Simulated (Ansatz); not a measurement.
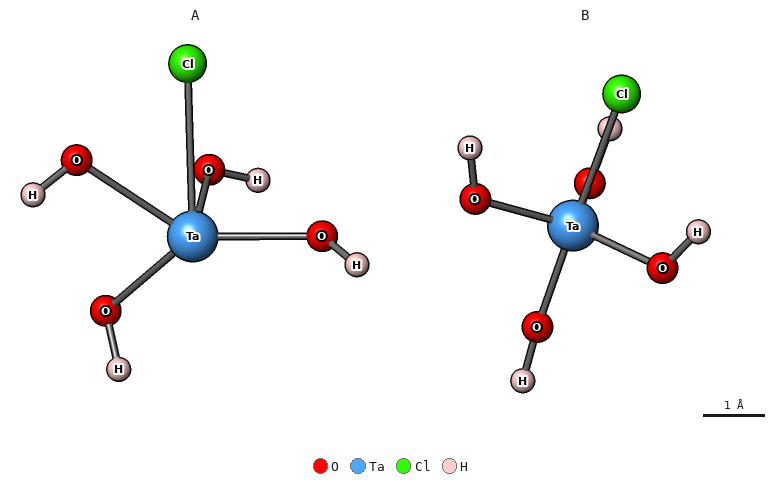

Two geometries of TaH4O4Cl (coarse preliminary run), drawn at one scale. One is the start of a relaxation, the other its converged end. Style: ball-and-stick. Shown at a tilt.

The calculation used RKS PBE-D4/def2-SVP in Ansatz 0.2.0. Settings: force threshold 0.03 eV/Å; at most 200 steps.

Q: Which geometry has the lower energy?

A: Structure B is the relaxed one. The start comes from a force field. After 37 accepted moves (44 points after the start) the energy has fallen by 219.3 kcal/mol. The largest force component goes from 9.1 to 0.0091 eV/Å. The line search rejected the trial steps at points 12, 20, 24, 25, 31, 37, 41 of the run. An H atom moves most after the best rigid fit: 1.10 Å. Largest moves by element: H 1.10 Å, O 1.01 Å, Cl 0.89 Å, Ta 0.54 Å. Among the contacts that change: O–Ta 2.443 → 1.879 Å, O–Ta 2.383 → 1.920 Å, Cl–Ta 2.887 → 2.461 Å, O–Ta 2.293 → 1.920 Å. Bond angles that change, for instance: Ta–O–H 98.5° → 175.8°, O–Ta–Cl 122.8° → 179.0°, O–Ta–O 131.8° → 94.2°.
